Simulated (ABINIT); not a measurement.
# AlN (P6_3mc): G0W0 with ABINIT, start to end, part 3 of 3

Wanted: ground state, empty states, screening and self-energy for AlN (P6_3mc).

ABINIT 10.8.3; PBE and many-body steps on it, plane waves. Known limits of the many-body steps: not at the basis limit.

So far. Step 4 (Empty states on the mesh, 6×6×4 mesh, 217 bands): On this mesh the gap is 4.220 eV. Step 5 (Screening, 6×6×4 mesh, 209 bands, screening to 277.6 eV): Local fields lower ε∞ by 9 %.

The database entry behind the starting cell differs from later determinations by our own check (inner coordinate u about 0.002 short), so it need not match the best structure at ambient conditions.

## Step 6: Self-energy, 6×6×4 mesh, 209 bands, screening to 277.6 eV

The self-energy is evaluated for the states that the input lists, and the levels follow from it, in one-shot runs by the linearised quasiparticle equation.

This step: G0W0 on PBE, plane waves, norm-conserving pseudopotentials.

run.abi

```
acell 3*1.0 Angstrom
rprim 
  3.113000000011 -0.000000000003 0.000000000000
  -1.556500000003 2.695937081992 0.000000000000
  0.000000000000 0.000000000000 4.981000000000
ntypat 2
znucl 13 7
natom 4
typat 1 1 2 2
xred 
  0.333333333333 0.666666666667 0.000000000000
  0.666666666667 0.333333333333 0.500000000000
  0.333333333333 0.666666666667 0.380000000000
  0.666666666667 0.333333333333 0.880000000000
pp_dirpath "pseudos"
pseudos "Al.upf, N.upf"
ecut 36
ngkpt 6 6 4
nshiftk 1
shiftk 0 0 0
kptopt 1
chksymbreak 0
istwfk *1
occopt 1
irdwfk 1
optdriver 4
nband 209
gwcalctyp 0
ecutsigx 36
symsigma 1
nkptgw 4
kptgw 
  0.0000000000 0.0000000000 0.0000000000
  0.5000000000 0.0000000000 0.0000000000
  0.0000000000 0.0000000000 0.5000000000
  0.5000000000 0.0000000000 0.5000000000
bdgw 
  6 10
  7 10
  5 10
  7 10
ecuteps 10.2
irdscr 1
ppmodel 1
indata_prefix "in"
outdata_prefix "out"
tmpdata_prefix "tmp"
```

Started as:

```bash
$ OMP_NUM_THREADS=1 mpirun -n 8 abinit run.abi > log
```

Numbers of over 12 decimals in the logs are rounded to 6 here.

What it wrote:

```text
.Version 10.8.3 of ABINIT. v10.8.2 released Aug 2026.

 Symmetries : space group P6_3 m c (#186); Bravais hP (primitive hexag.)
[... echo of the input left out ...]
== DATASET  1 ==================================================================
-   mpi_nproc: 8, omp_nthreads: 1 (-1 if OMP is not activated)

--- !DatasetInfo
iteration_state: {dtset: 1, }
dimensions: {natom: 4, nkpt: 21, mband: 209, nsppol: 1, nspinor: 1, nspden: 1, mpw: 2934, }
cutoff_energies: {ecut:  36.0, pawecutdg:  -1.0, }
electrons: {nelect:   1.60000000E+01, charge:   0.00000000E+00, occopt:   1.00000000E+00, tsmear:   1.00000000E-02, }

 SIGMA: Calculation of the GW corrections

 Based on a program developped by R.W. Godby, V. Olevano, G. Onida, and L. Reining.
 Incorporated in ABINIT by V. Olevano, G.-M. Rignanese, and M. Torrent.
.Using double precision arithmetic ; gwpc =  8

[... cell and pseudopotentials left out ...]
--------------------------------------------------------------------------------

 ==== K-mesh for the wavefunctions ====
 Number of points in the irreducible wedge :    21
[... list of points left out ...]
 Together with 12 symmetry operations and time-reversal symmetry
 yields   144 points in the full Brillouin Zone.

 ==== Q-mesh for screening function ====
 Number of points in the irreducible wedge :    21
[... list of points left out ...]
 Together with 12 symmetry operations and time-reversal symmetry
 yields   144 points in the full Brillouin Zone.

 vcoul_init : cutoff-mode = AUXILIARY_FUNCTION
 q-points for optical limit:   1
     1)      0.000010    0.000020    0.000030
 setmesh: FFT mesh size selected  =    27x   27x   54
          total number of points  =        39366

 Number of electrons calculated from density =   16.0000; Expected =   16.0000
 average of density, n =  0.056718
 r_s =    1.6146
 omega_plasma =   22.9728 [eV]

 === KS Band Gaps ===
  >>>> For spin  1
   Minimum direct gap =   4.2205 [eV], located at k-point      :   0.0000  0.0000  0.0000
   Fundamental gap    =   4.2205 [eV], Top of valence bands at :   0.0000  0.0000  0.0000
                                       Bottom of conduction at :   0.0000  0.0000  0.0000
 SIGMA fundamental parameters:
 PLASMON POLE MODEL  1
 number of plane-waves for SigmaX                 2863
 number of plane-waves for SigmaC and W            439
 number of plane-waves for wavefunctions          2863
 number of bands                                   209
 number of independent spin polarizations            1
 number of spinorial components                      1
 number of k-points in IBZ                          21
 number of q-points in IBZ                          21
 number of symmetry operations                      12
 number of k-points in BZ                          144
 number of q-points in BZ                          144
 number of frequencies for dSigma/dE                 9
 frequency step for dSigma/dE [eV]                0.25
 number of omega for Sigma on real axis              0
 max omega for Sigma on real axis  [eV]           0.00
 zcut for avoiding poles [eV]                     0.10

 EPSILON^-1 parameters (SCR file):
 dimension of the eps^-1 matrix on file            439
 dimension of the eps^-1 matrix used               439
 number of plane-waves for wavefunctions          2863
 number of bands                                   209
 number of q-points in IBZ                          21
 number of frequencies                               2
 number of real frequencies                          1
 number of imag frequencies                          1

 matrix elements of self-energy operator (all in [eV])

 Perturbative Calculation

--- !SelfEnergy_ee
iteration_state: {dtset: 1, }
kpoint     : [   0.000,    0.000,    0.000, ]
spin       : 1
KS_gap     :    4.220
QP_gap     :    5.624
Delta_QP_KS:    1.403
data: !SigmaeeData |
     Band     E0 <VxcDFT>   SigX SigC(E0)      Z dSigC/dE  Sig(E)    E-E0       E
        6   5.135 -16.968 -20.992   2.904   0.786  -0.272 -17.849  -0.881   4.254
        7   5.135 -16.968 -20.992   2.904   0.786  -0.272 -17.849  -0.881   4.254
        8   5.314 -17.078 -21.024   2.860   0.786  -0.272 -17.931  -0.853   4.461
        9   9.535 -12.527  -8.048  -3.806   0.817  -0.225 -11.977   0.550  10.084
       10  11.990 -10.836  -5.799  -4.310   0.826  -0.210 -10.236   0.600  12.591

--- !SelfEnergy_ee
iteration_state: {dtset: 1, }
kpoint     : [   0.500,    0.000,    0.000, ]
spin       : 1
KS_gap     :    6.484
QP_gap     :    8.047
Delta_QP_KS:    1.563
data: !SigmaeeData |
     Band     E0 <VxcDFT>   SigX SigC(E0)      Z dSigC/dE  Sig(E)    E-E0       E
        7   3.548 -14.921 -19.319   2.975   0.787  -0.271 -16.042  -1.120   2.428
        8   4.656 -16.590 -20.840   3.009   0.785  -0.274 -17.563  -0.973   3.683
        9  11.140 -10.682  -5.950  -4.017   0.825  -0.212 -10.092   0.590  11.730
       10  11.158  -9.571  -4.835  -4.136   0.834  -0.199  -9.070   0.500  11.659

--- !SelfEnergy_ee
iteration_state: {dtset: 1, }
kpoint     : [   0.000,    0.000,    0.500, ]
spin       : 1
KS_gap     :    6.981
QP_gap     :    8.651
Delta_QP_KS:    1.670
data: !SigmaeeData |
     Band     E0 <VxcDFT>   SigX SigC(E0)      Z dSigC/dE  Sig(E)    E-E0       E
        5   4.800 -16.707 -20.895   2.987   0.785  -0.274 -17.650  -0.943   3.856
[...]
10  11.781 -12.809  -7.707  -4.206   0.811  -0.233 -12.082   0.727  12.508

--- !SelfEnergy_ee
iteration_state: {dtset: 1, }
kpoint     : [   0.500,    0.000,    0.500, ]
spin       : 1
KS_gap     :    6.686
QP_gap     :    8.245
Delta_QP_KS:    1.559
data: !SigmaeeData |
     Band     E0 <VxcDFT>   SigX SigC(E0)      Z dSigC/dE  Sig(E)    E-E0       E
        7   3.965 -15.852 -20.275   3.064   0.784  -0.275 -16.918  -1.066   2.898
        8   3.965 -15.852 -20.275   3.064   0.784  -0.275 -16.918  -1.066   2.898
        9  10.650 -10.137  -5.517  -4.027   0.830  -0.205  -9.644   0.493  11.143
       10  10.650 -10.137  -5.517  -4.027   0.830  -0.205  -9.644   0.493  11.143

== END DATASET(S) ==============================================================
================================================================================

 -outvars: echo values of variables after computation  --------
           etotal      0.0000000000E+00
            nband         209
             nkpt          21
          spgroup         186
 [... the other variables as echoed above ...]

 Calculation completed.
```

It took 4 min on 8 MPI ranks of Arm Neoverse N1, shared host; peak memory 4.3 GiB; 32 min of CPU time.

Numbers from this step:

| Quantity | Value |
| --- | --- |
| G0W0 gap on the mesh | 5.623 eV |
| starting gap on the mesh | 4.220 eV |
| k of the valence top | 0, 0, 0 |
| k of the conduction bottom | 0, 0, 0 |
| Z at the valence top | 0.786 |
| Z at the conduction bottom | 0.817 |
| least direct G0W0 gap on the computed points | 5.623 eV |

The gap on the mesh goes from 4.22 eV to 5.62 eV, a correction of +1.40 eV.

Limits: finite bands, cutoff and mesh. v1 is the top filled band, c1 the lowest empty one. Levels before and after the correction, in eV, zero at the valence-band top of each column:

|  | conduction bottom | valence top |
| --- | --- | --- |
| Kohn-Sham | 4.22 | 0.00 |
| G0W0 | 5.62 | 0.00 |

|  | level | energy (eV) |
| --- | --- | --- |
| Kohn-Sham | Γ v3-v2 | -0.180 |
| Kohn-Sham | Γ v1 | 0.000 |
| Kohn-Sham | Γ c1 | 4.221 |
| Kohn-Sham | Γ c2 | 6.676 |
| G0W0 | Γ v3-v2 | -0.207 |
| G0W0 | Γ v1 | 0.000 |
| G0W0 | Γ c1 | 5.623 |
| G0W0 | Γ c2 | 8.130 |

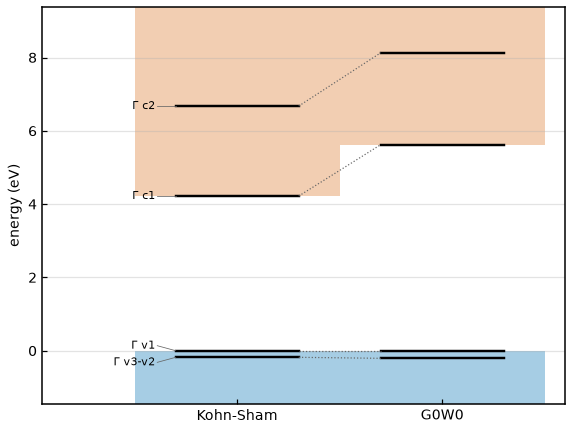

Levels before and after the correction. Shaded: valence and conduction bands.

## Step 7: Where the time went

Times are wall times on 8 MPI ranks of Arm Neoverse N1, shared host, good to a factor of about two.

| step | time | share | memory (GiB) |
| --- | --- | --- | --- |
| ground state | 8.1 s | 1 % | 0.53 |
| bands along the symmetry lines | 11 s | 1 % | 0.52 |
| empty states on the mesh | 92 s | 11 % | 4.1 |
| screening | 8.8 min | 60 % | 3 |
| self-energy | 4 min | 27 % | 4.3 |

## Step 8: Summary of results

```yaml
pbe_gap: 4.22 eV, direct
g0w0_gap_on_the_mesh: 5.62 eV
gw_settings: 6×6×4 mesh, 209 bands, screening to 277.6 eV, Godby-Needs plasmon pole
known_limits: not at the basis limit
```

What this shows: G0W0 moves the gap on the mesh from 4.22 eV to 5.62 eV (+1.40 eV), with Z of 0.79 and 0.82 at the edges. Local fields lower the RPA ε∞ on this mesh from 4.64 to 4.21. The dearest step here is «screening». Bands and cutoff are finite, so the gap is not at the basis limit. The miss can reach some tenths of an eV and take either sign; the mesh is an error of its own.

[Paths, hosts, dates, memory and timing lines, banners, echoed tables and standing remarks are left out of the program output.]

[Logs are printed without paths, hosts, clocks, repeated set-up lines and the standing remarks that a program may print on its own settings, such as how far it seeks lower states.]

[Runs of the session that timed out or met a known fault of the program may be left out.]

[Hosts, paths, dates, database ids (printed as entryN), source tags and the programs' standing remarks are cut or masked in the printed files.]

[G0W0 gaps are taken among the corrected bands and points alone; a level outside them can change the order at an edge.]

[Where Ansatz stands beside ABINIT at settings called matched, ABINIT's density can come from a denser mesh and the files from another edition; pairs whose starting gaps differed by over 0.03 eV were left out, so agreement reads better than it is.]
